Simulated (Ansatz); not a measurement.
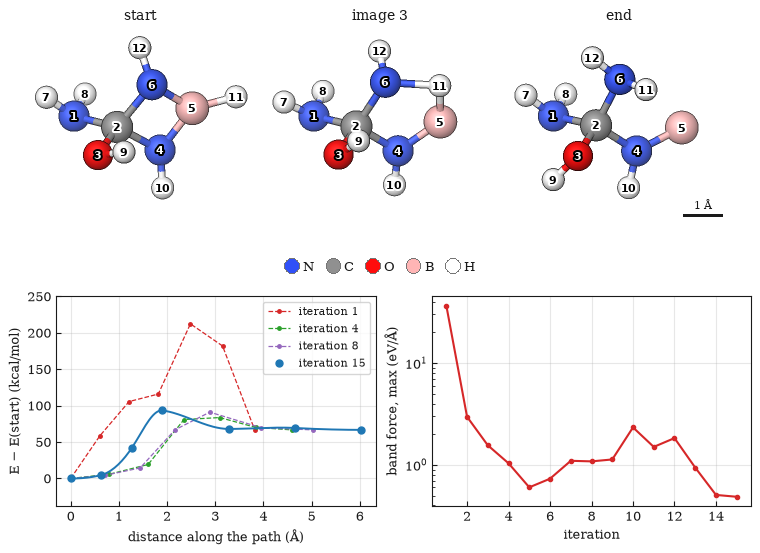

A search for the minimum-energy path of CH₆BN₃O by the nudged elastic band. Images are numbered from 0 (start) to 6 (end). The plot follows the band through its iterations. Style: ball-and-stick. Shown at a tilt.

All numbers below come from RKS PBE0-D4/cc-pVDZ in Ansatz. Settings: 5 movable images; climbing image; force threshold 0.5 eV/Å; iteration limit 60; starting path through a guess of the saddle point.

**Did the band converge, and can the barrier be trusted?**

The run met only a loose threshold, so the barrier can't be trusted yet. The band converged in 15 iterations. The largest component of the band force went from 37 to 0.49 eV/Å. The climbing image converged on the top of the path. Its curvatures weren't checked. The force threshold is so loose that the height of the top is at best an upper bound. The first iteration put the highest image at 212.4 kcal/mol. Forward barrier 93.4 kcal/mol, backward barrier 26.6 kcal/mol, with image 3 at the top; the reaction energy is +66.8 kcal/mol.

Cost: 5.2 min on 2 threads of Intel(R) Xeon(R) Platinum 8259CL CPU @ 2.50GHz (Skylake/Cascade Lake), with other jobs on the host, peak memory 0.31 GiB.
